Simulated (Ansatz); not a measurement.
**Geometry relaxation, with input and output: CH5Al2F (part 2 of 3)**

CH5Al2F; RKS PBE0-D4/def2-TZVP (Ansatz 0.2.0). The geometry: PBE-D4/def2-SVP start.

Geometry of the input (Å):
```
C  -0.1155  0.8434  -1.5260
Al -0.4741  -0.6872  -0.3366
Al 0.4477  -0.6800  2.1091
F  1.3862  0.6511  2.5682
H  -0.5059  0.7129  -2.5554
H  -0.5654  1.7693  -1.1032
H  0.9759  1.0473  -1.5901
H  -1.3346  -1.9417  -0.8696
H  0.2739  -1.7615  3.2866
```

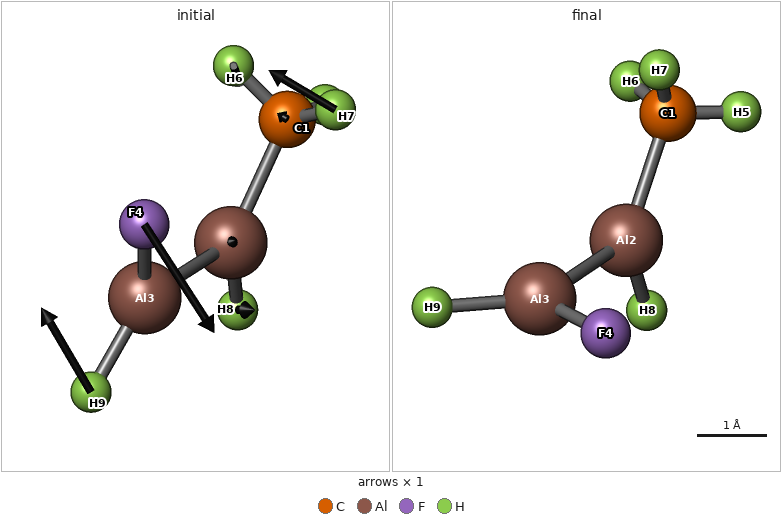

Fig. 1: Before (left) and after (right) the relaxation, at one scale (ball-and-stick view, seen at a tilt). The black arrows give the displacements, at true length. After 86 geometry steps the energy has fallen by 1.26 kcal/mol. Largest force component: 0.6 eV/Å at the start, 0.0034 eV/Å at the end. The line search rejected the trial steps at points 8, 9, 15, 16, 23, 30, 35, 43 and more (counted from 0) and went back. F4 moves most after the best rigid fit: 1.88 Å. By element the largest moves are F 1.88 Å, H 1.43 Å, C 0.18 Å, Al 0.14 Å. Among the contacts that change: Al3–F4 1.692 → 1.662 Å, C1–H7 1.112 → 1.091 Å, Al3–H9 1.608 → 1.593 Å, Al2–Al3 2.614 → 2.599 Å. Among the angles that change: C1–Al2–Al3 119.9° → 123.6°, Al2–C1–H7 110.8° → 114.4°, Al2–C1–H5 113.9° → 110.4°. (Atoms are counted from 1 in the order of the input.)

```
1114 factors; their error is unknown
mean field -17022.61264403 eV, -625.5694763270 hartree, gradient 2.0e-5 eV, S^2 0.000000; 1 other end points of the search recorded, 0 dependent functions left out
the calculation of the forces begins
reference -17022.61268320 eV, -625.5694777664 hartree; 23, 23 occupied and 143, 143 virtual orbitals, 1114 factors
Total energy: -17022.72838671 eV, -625.5737297917 hartree
Atom 0 at    -0.301868     0.945786    -1.465396 Å, force    -0.000407    -0.002960     0.000501 eV/Å
Atom 1 at    -0.305627    -0.652344    -0.334396 Å, force    -0.000015     0.000337     0.000269 eV/Å
Atom 2 at     0.568583    -0.683874     2.112642 Å, force     0.002589    -0.002218    -0.000474 eV/Å
Atom 3 at     2.198410    -0.955373     2.295497 Å, force    -0.003386     0.001274    -0.000187 eV/Å
Atom 4 at     0.162689     0.727477    -2.432799 Å, force     0.000767     0.000669    -0.000673 eV/Å
Atom 5 at    -1.334918     1.243040    -1.681825 Å, force    -0.001304     0.000863    -0.000656 eV/Å
Atom 6 at     0.207827     1.806207    -1.028186 Å, force     0.000973     0.001212     0.000493 eV/Å
Atom 7 at    -0.898510    -1.992019    -0.971641 Å, force     0.000233     0.000458     0.000709 eV/Å
Atom 8 at    -0.208284    -0.485199     3.489004 Å, force     0.000549     0.000364     0.000020 eV/Å
Dipole moment:    -0.297598     0.179847    -0.226700 e Å
```

## Trajectory as extended XYZ (Å, eV, eV/Å), 51 of the 87 frames kept, from step=1 to step=87
```
9
Properties=species:S:1:pos:R:3:forces:R:3 step=1 energy=-17022.67355
C    -0.1155    0.8434   -1.5260    0.0733   0.2912  -0.1633
Al   -0.4741   -0.6872   -0.3366   -0.0260   0.0703  -0.2020
Al    0.4477   -0.6800    2.1091    0.3939   0.4395   0.3641
F     1.3862    0.6511    2.5682   -0.4329  -0.5980  -0.2346
H    -0.5059    0.7129   -2.5554    0.1872   0.0563   0.4970
H    -0.5654    1.7693   -1.1032    0.1979  -0.4379  -0.2021
H     0.9759    1.0473   -1.5901   -0.5146  -0.1131   0.0259
H    -1.3346   -1.9417   -0.8696    0.1040   0.1538   0.0705
H     0.2739   -1.7615    3.2866    0.0173   0.1379  -0.1555
9
Properties=species:S:1:pos:R:3:forces:R:3 step=3 energy=-17022.70322
C    -0.1155    0.8392   -1.5148   -0.0149  -0.0552   0.0260
Al   -0.4696   -0.6797   -0.3404    0.0267   0.0464   0.0238
Al    0.4490   -0.6730    2.1004    0.1200   0.1492   0.0575
F     1.3799    0.6344    2.5556   -0.1057  -0.1262  -0.0798
H    -0.4954    0.7004   -2.5260   -0.0376  -0.0117  -0.0997
H    -0.5661    1.7476   -1.1060   -0.0409   0.0738   0.0397
H     0.9566    1.0399   -1.5755    0.0940   0.0152  -0.0011
H    -1.3235   -1.9146   -0.8721   -0.0238  -0.0420  -0.0085
H     0.2729   -1.7405    3.2618   -0.0179  -0.0496   0.0419
9
Properties=species:S:1:pos:R:3:forces:R:3 step=4 energy=-17022.70499
C    -0.1149    0.8417   -1.5177   -0.0015  -0.0104   0.0036
Al   -0.4675   -0.6756   -0.3382    0.0106   0.0036   0.0195
Al    0.4498   -0.6803    2.1068    0.0445   0.0718   0.0093
F     1.3728    0.6335    2.5450   -0.0409  -0.0567  -0.0248
H    -0.4965    0.7007   -2.5305   -0.0094  -0.0037  -0.0221
H    -0.5665    1.7521   -1.1088   -0.0106   0.0184   0.0093
H     0.9593    1.0429   -1.5793    0.0220   0.0044   0.0001
H    -1.3227   -1.9141   -0.8683   -0.0083  -0.0114  -0.0046
H     0.2745   -1.7470    3.2738   -0.0064  -0.0161   0.0097
9
Properties=species:S:1:pos:R:3:forces:R:3 step=6 energy=-17022.70520
C    -0.1161    0.8442   -1.5218   -0.0051  -0.0034  -0.0028
Al   -0.4613   -0.6702   -0.3355    0.0061  -0.0092   0.0167
Al    0.4541   -0.6794    2.1106   -0.0051   0.0021  -0.0090
F     1.3908    0.6201    2.5511    0.0006  -0.0032   0.0006
H    -0.4937    0.6914   -2.5351    0.0014   0.0053  -0.0034
H    -0.5811    1.7517   -1.1198   -0.0017   0.0021  -0.0015
H     0.9562    1.0583   -1.5810    0.0012  -0.0013   0.0016
H    -1.3169   -1.9133   -0.8590    0.0007   0.0052  -0.0039
H     0.2564   -1.7491    3.2735    0.0020   0.0024   0.0016
9
Properties=species:S:1:pos:R:3:forces:R:3 step=8 energy=-17022.70539
C    -0.1210    0.8452   -1.5192    0.0130   0.0144  -0.0024
Al   -0.4601   -0.6732   -0.3347   -0.0048   0.0136  -0.0156
Al    0.4544   -0.6799    2.1092    0.0152   0.0010   0.0142
F     1.4331    0.5942    2.5334   -0.0069  -0.0059  -0.0071
H    -0.4703    0.6842   -2.5417    0.0007  -0.0043   0.0108
H    -0.6153    1.7444   -1.1320    0.0045  -0.0129  -0.0015
H     0.9480    1.0828   -1.5528   -0.0157  -0.0019   0.0026
H    -1.3123   -1.9147   -0.8653   -0.0011  -0.0066   0.0018
H     0.2317   -1.7294    3.2861   -0.0048   0.0025  -0.0027
9
Properties=species:S:1:pos:R:3:forces:R:3 step=10 energy=-17022.70535 accepted=F
C    -0.1207    0.8466   -1.5163    0.0022   0.0122  -0.0036
Al   -0.4588   -0.6749   -0.3366    0.0037  -0.0155  -0.0043
Al    0.4592   -0.6874    2.1063   -0.0111   0.0263   0.0085
F     1.4393    0.5904    2.5165    0.0037  -0.0152   0.0033
H    -0.4660    0.6841   -2.5400    0.0030   0.0020   0.0101
H    -0.6219    1.7419   -1.1293    0.0043  -0.0101  -0.0052
H     0.9469    1.0899   -1.5452   -0.0111  -0.0016   0.0014
H    -1.3103   -1.9171   -0.8681   -0.0021   0.0015  -0.0023
H     0.2206   -1.7197    3.2955    0.0074   0.0005  -0.0078
9
Properties=species:S:1:pos:R:3:forces:R:3 step=11 energy=-17022.70548
C    -0.1210    0.8462   -1.5184    0.0043   0.0073  -0.0040
Al   -0.4601   -0.6729   -0.3355    0.0019   0.0012  -0.0019
Al    0.4558   -0.6814    2.1088    0.0006  -0.0001   0.0034
F     1.4391    0.5904    2.5281    0.0012  -0.0015  -0.0009
H    -0.4674    0.6826   -2.5414    0.0008   0.0003   0.0053
H    -0.6199    1.7433   -1.1329    0.0013  -0.0072  -0.0014
H     0.9468    1.0876   -1.5492   -0.0079  -0.0017   0.0024
H    -1.3107   -1.9163   -0.8653   -0.0012  -0.0010  -0.0009
H     0.2257   -1.7259    3.2887   -0.0011   0.0026  -0.0019
9
Properties=species:S:1:pos:R:3:forces:R:3 step=13 energy=-17022.70587
C    -0.1295    0.8520   -1.5127    0.0195   0.0656  -0.0217
Al   -0.4556   -0.6754   -0.3372    0.0066  -0.0090   0.0036
Al    0.4616   -0.6859    2.1064    0.0116   0.0148   0.0302
F     1.5327    0.5290    2.4840   -0.0239  -0.0402  -0.0022
H    -0.4201    0.6644   -2.5507    0.0174   0.0214   0.0565
H    -0.6935    1.7262   -1.1580    0.0396  -0.0666  -0.0326
H     0.9270    1.1471   -1.4930   -0.0815  -0.0198  -0.0040
H    -1.2947   -1.9240   -0.8735   -0.0010   0.0035  -0.0017
H     0.1603   -1.6798    3.3177    0.0118   0.0301  -0.0281
9
Properties=species:S:1:pos:R:3:forces:R:3 step=15 energy=-17022.70702
C    -0.1368    0.8558   -1.5109    0.0221   0.0448  -0.0068
Al   -0.4478   -0.6775   -0.3390   -0.0010  -0.0003   0.0041
Al    0.4672   -0.6843    2.1056   -0.0043  -0.0175   0.0208
F     1.6028    0.4741    2.4661   -0.0052  -0.0118  -0.0023
H    -0.3865    0.6544   -2.5561    0.0086   0.0177   0.0347
H    -0.7459    1.7076   -1.1792    0.0256  -0.0444  -0.0241
H     0.9055    1.1910   -1.4571   -0.0571  -0.0145  -0.0080
H    -1.2827   -1.9277   -0.8788    0.0040   0.0010   0.0023
H     0.1126   -1.6397    3.3324    0.0073   0.0251  -0.0208
9
Properties=species:S:1:pos:R:3:forces:R:3 step=16 energy=-17022.70558 accepted=F
C    -0.1527    0.8659   -1.5065    0.0444   0.1805   0.0055
Al   -0.4319   -0.6798   -0.3419    0.0008   0.0010  -0.0046
Al    0.4757   -0.6894    2.1043    0.1789   0.1215   0.1251
F     1.7487    0.3505    2.4160   -0.2265  -0.1983  -0.0464
H    -0.3206    0.6395   -2.5658    0.0227   0.0480   0.1210
H    -0.8525    1.6707   -1.2214    0.1358  -0.1545  -0.0767
H     0.8587    1.2829   -1.3859   -0.2056  -0.0747  -0.0425
H    -1.2449   -1.9408   -0.8900    0.0056   0.0016   0.0020
H     0.0078   -1.5458    3.3741    0.0440   0.0749  -0.0833
9
Properties=species:S:1:pos:R:3:forces:R:3 step=18 energy=-17022.70743
C    -0.1378    0.8570   -1.5114    0.0054   0.0067   0.0088
Al   -0.4455   -0.6770   -0.3389    0.0003  -0.0007  -0.0042
Al    0.4668   -0.6853    2.1060   -0.0052  -0.0091   0.0001
F     1.6169    0.4593    2.4620    0.0086   0.0029   0.0006
H    -0.3807    0.6552   -2.5573    0.0011   0.0033   0.0069
H    -0.7559    1.7021   -1.1832    0.0038  -0.0079  -0.0090
H     0.8999    1.2008   -1.4526   -0.0139  -0.0017  -0.0023
H    -1.2775   -1.9295   -0.8776    0.0022   0.0011  -0.0006
H     0.1020   -1.6289    3.3358   -0.0025   0.0054  -0.0001
9
Properties=species:S:1:pos:R:3:forces:R:3 step=20 energy=-17022.70898
C    -0.1582    0.8699   -1.5031    0.0036   0.1242   0.0027
Al   -0.4243   -0.6816   -0.3428    0.0070   0.0032  -0.0050
Al    0.4747   -0.6872    2.1061    0.1046   0.0524   0.0851
F     1.7871    0.3000    2.4009   -0.1421  -0.1169  -0.0222
H    -0.3163    0.6427   -2.5624    0.0179   0.0274   0.0763
H    -0.8731    1.6611   -1.2253    0.0983  -0.1033  -0.0479
H     0.8428    1.3036   -1.3782   -0.1292  -0.0513  -0.0238
H    -1.2183   -1.9510   -0.8994    0.0043   0.0025   0.0019
H    -0.0262   -1.5038    3.3872    0.0355   0.0618  -0.0670
9
Properties=species:S:1:pos:R:3:forces:R:3 step=22 energy=-17022.71140
C    -0.1657    0.8743   -1.5051   -0.0140   0.0293   0.0197
Al   -0.4163   -0.6788   -0.3429    0.0119  -0.0071  -0.0151
Al    0.4739   -0.6854    2.1091    0.0692   0.0367   0.0293
F     1.8176    0.2520    2.4060   -0.0706  -0.0527  -0.0228
H    -0.3222    0.6468   -2.5625    0.0056   0.0008   0.0149
H    -0.8853    1.6564   -1.2283    0.0211  -0.0183  -0.0145
H     0.8282    1.3161   -1.3828   -0.0243  -0.0107  -0.0043
H    -1.1889   -1.9600   -0.9041    0.0035   0.0068   0.0048
H    -0.0531   -1.4676    3.3936   -0.0025   0.0153  -0.0122
9
Properties=species:S:1:pos:R:3:forces:R:3 step=23 energy=-17022.71249
C    -0.1903    0.8881   -1.4985   -0.0081  -0.0211   0.0316
Al   -0.3707   -0.6912   -0.3552   -0.0069  -0.0297  -0.0151
Al    0.4875   -0.6978    2.1063    0.0642   0.1019   0.1433
F     1.9252    0.1035    2.3842   -0.1575  -0.1258  -0.0242
H    -0.3486    0.6635   -2.5552   -0.0012  -0.0087  -0.0227
H    -0.9322    1.6426   -1.2103   -0.0082   0.0019   0.0079
H     0.7887    1.3620   -1.3850    0.0103   0.0007   0.0084
H    -1.0902   -1.9992   -0.9307    0.0196   0.0311  -0.0022
H    -0.1811   -1.3178    3.4274    0.0877   0.0497  -0.1271
9
Properties=species:S:1:pos:R:3:forces:R:3 step=25 energy=-17022.71712
C    -0.2033    0.8896   -1.4931    0.0083   0.0107  -0.0118
Al   -0.3610   -0.6968   -0.3597    0.0098   0.0060   0.0363
Al    0.4796   -0.6791    2.1114   -0.0105   0.0096  -0.0586
F     1.9651    0.0178    2.3755    0.0007  -0.0117   0.0032
H    -0.3536    0.6709   -2.5530   -0.0049  -0.0011   0.0034
H    -0.9548    1.6335   -1.2013   -0.0022  -0.0057   0.0004
H     0.7700    1.3750   -1.3734   -0.0040  -0.0023   0.0068
H    -1.0402   -2.0153   -0.9516    0.0053  -0.0061  -0.0051
H    -0.2136   -1.2419    3.4281   -0.0024   0.0006   0.0254
9
Properties=species:S:1:pos:R:3:forces:R:3 step=27 energy=-17022.71965
C    -0.2267    0.8976   -1.4817    0.0001   0.0274  -0.0082
Al   -0.3386   -0.7023   -0.3620   -0.0107  -0.0192  -0.0468
Al    0.4616   -0.6657    2.1082    0.2274   0.0405   0.0567
F     2.0376   -0.1571    2.3352   -0.2240  -0.0722  -0.0201
H    -0.3627    0.6845   -2.5450   -0.0002   0.0026   0.0197
H    -1.0019    1.6159   -1.1868    0.0119  -0.0084  -0.0084
H     0.7320    1.4094   -1.3493   -0.0189  -0.0036  -0.0032
H    -0.9282   -2.0494   -0.9895    0.0076   0.0100   0.0160
H    -0.2847   -1.0792    3.4539    0.0069   0.0228  -0.0058
9
Properties=species:S:1:pos:R:3:forces:R:3 step=29 energy=-17022.72281
C    -0.2454    0.9060   -1.4839    0.0140   0.0346   0.0043
Al   -0.3144   -0.7019   -0.3707    0.0192   0.0014   0.0248
Al    0.4806   -0.6670    2.1103    0.0806   0.0044   0.0292
F     2.0861   -0.2911    2.3563   -0.1272  -0.0322  -0.0165
H    -0.3584    0.6899   -2.5490   -0.0052   0.0030   0.0084
H    -1.0502    1.5958   -1.1994    0.0132  -0.0204  -0.0083
H     0.6923    1.4525   -1.3379   -0.0263  -0.0124  -0.0059
H    -0.8761   -2.0597   -0.9969    0.0000  -0.0005  -0.0005
H    -0.3262   -0.9707    3.4542    0.0317   0.0220  -0.0355
9
Properties=species:S:1:pos:R:3:forces:R:3 step=30 energy=-17022.72392
C    -0.2574    0.9120   -1.4824    0.0278   0.0468   0.0230
Al   -0.2900   -0.7034   -0.3763   -0.0068   0.0092   0.0380
Al    0.4876   -0.6722    2.1105    0.0657   0.0213   0.0549
F     2.1131   -0.3973    2.3594   -0.1319  -0.0312  -0.0113
H    -0.3527    0.6945   -2.5489   -0.0032   0.0050   0.0044
H    -1.0879    1.5751   -1.2056    0.0290  -0.0381  -0.0093
H     0.6611    1.4884   -1.3257   -0.0456  -0.0249  -0.0130
H    -0.8345   -2.0662   -1.0063    0.0058  -0.0027  -0.0098
H    -0.3510   -0.8771    3.4582    0.0591   0.0147  -0.0767
9
Properties=species:S:1:pos:R:3:forces:R:3 step=32 energy=-17022.72528
C    -0.2601    0.9120   -1.4768    0.0027   0.0199   0.0119
Al   -0.2905   -0.7059   -0.3742    0.0133  -0.0063  -0.0178
Al    0.4854   -0.6719    2.1061   -0.0123   0.0180   0.0447
F     2.1127   -0.4346    2.3524   -0.0116  -0.0127  -0.0047
H    -0.3500    0.6973   -2.5443   -0.0011  -0.0006   0.0034
H    -1.0976    1.5655   -1.2017    0.0093  -0.0103  -0.0042
H     0.6516    1.4960   -1.3152   -0.0183  -0.0113  -0.0030
H    -0.8125   -2.0711   -1.0192   -0.0021   0.0026   0.0019
H    -0.3509   -0.8338    3.4557    0.0201   0.0007  -0.0321
9
Properties=species:S:1:pos:R:3:forces:R:3 step=34 energy=-17022.72631
C    -0.2776    0.9194   -1.4712   -0.0083   0.0069   0.0016
Al   -0.2577   -0.7080   -0.3809   -0.0074   0.0082  -0.0209
Al    0.4913   -0.6628    2.1050    0.1342  -0.0073   0.0491
F     2.1395   -0.6133    2.3587   -0.1551  -0.0043  -0.0142
H    -0.3383    0.7080   -2.5417    0.0016   0.0045   0.0078
H    -1.1545    1.5253   -1.2076    0.0218  -0.0136  -0.0060
H     0.5990    1.5488   -1.2899   -0.0185  -0.0124  -0.0018
H    -0.7424   -2.0827   -1.0366    0.0065   0.0124   0.0056
H    -0.3710   -0.6812    3.4471    0.0253   0.0057  -0.0212
9
Properties=species:S:1:pos:R:3:forces:R:3 step=35 energy=-17022.72681
C    -0.2780    0.9196   -1.4728   -0.0070  -0.0015  -0.0003
Al   -0.2589   -0.7054   -0.3797   -0.0036   0.0052  -0.0201
Al    0.4915   -0.6620    2.1062    0.0462  -0.0137   0.0260
F     2.1357   -0.6142    2.3606   -0.0497   0.0004  -0.0049
H    -0.3379    0.7072   -2.5430    0.0011   0.0011   0.0047
H    -1.1542    1.5260   -1.2106    0.0078  -0.0036  -0.0025
H     0.5985    1.5486   -1.2916   -0.0057  -0.0025   0.0002
H    -0.7417   -2.0805   -1.0351    0.0036   0.0073   0.0054
H    -0.3667   -0.6856    3.4490    0.0073   0.0072  -0.0085
9
Properties=species:S:1:pos:R:3:forces:R:3 step=37 energy=-17022.72696
C    -0.2797    0.9199   -1.4730   -0.0004  -0.0018   0.0045
Al   -0.2562   -0.7052   -0.3809   -0.0047  -0.0044  -0.0088
Al    0.4934   -0.6667    2.1069    0.0014   0.0079   0.0049
F     2.1353   -0.6243    2.3639    0.0020  -0.0045   0.0007
H    -0.3375    0.7079   -2.5432    0.0003  -0.0007   0.0005
H    -1.1578    1.5234   -1.2113   -0.0004   0.0006  -0.0011
H     0.5944    1.5514   -1.2902    0.0003   0.0031  -0.0006
H    -0.7379   -2.0795   -1.0378    0.0021   0.0012   0.0019
H    -0.3657   -0.6733    3.4485   -0.0006  -0.0013  -0.0021
9
Properties=species:S:1:pos:R:3:forces:R:3 step=39 energy=-17022.72721
C    -0.2911    0.9253   -1.4739    0.0048   0.0096   0.0096
Al   -0.2417   -0.6997   -0.3832    0.0065  -0.0027   0.0146
Al    0.5014   -0.6635    2.1085    0.0265  -0.0040   0.0089
F     2.1425   -0.7228    2.3772   -0.0414   0.0025  -0.0061
H    -0.3286    0.7106   -2.5445   -0.0011   0.0044  -0.0027
H    -1.1892    1.5045   -1.2246    0.0037  -0.0046  -0.0053
H     0.5629    1.5807   -1.2795   -0.0076  -0.0048  -0.0046
H    -0.7008   -2.0808   -1.0409   -0.0024  -0.0023  -0.0033
H    -0.3670   -0.6006    3.4439    0.0109   0.0018  -0.0112
9
Properties=species:S:1:pos:R:3:forces:R:3 step=41 energy=-17022.72730
C    -0.2901    0.9248   -1.4714   -0.0045  -0.0021  -0.0054
Al   -0.2413   -0.7023   -0.3830   -0.0002   0.0004   0.0032
Al    0.5010   -0.6643    2.1076   -0.0003   0.0003  -0.0074
F     2.1409   -0.7273    2.3726    0.0012  -0.0006   0.0027
H    -0.3215    0.7125   -2.5427    0.0017  -0.0009   0.0005
H    -1.1930    1.4985   -1.2273    0.0005  -0.0004   0.0019
H     0.5588    1.5846   -1.2724    0.0018   0.0020   0.0026
H    -0.7027   -2.0815   -1.0437   -0.0002   0.0008  -0.0010
H    -0.3637   -0.5911    3.4433   -0.0001   0.0004   0.0030
9
Properties=species:S:1:pos:R:3:forces:R:3 step=42 energy=-17022.72733
C    -0.2925    0.9255   -1.4706   -0.0033   0.0038  -0.0066
Al   -0.2378   -0.7023   -0.3833   -0.0016   0.0025  -0.0019
Al    0.5032   -0.6639    2.1074   -0.0015  -0.0012  -0.0014
F     2.1417   -0.7517    2.3747   -0.0005   0.0002   0.0021
H    -0.3159    0.7139   -2.5425    0.0017  -0.0012   0.0051
H    -1.2021    1.4911   -1.2317    0.0049  -0.0032   0.0010
H     0.5495    1.5927   -1.2664   -0.0027  -0.0011   0.0018
H    -0.6957   -2.0813   -1.0466    0.0001  -0.0001   0.0012
H    -0.3620   -0.5703    3.4420    0.0029   0.0002  -0.0014
```
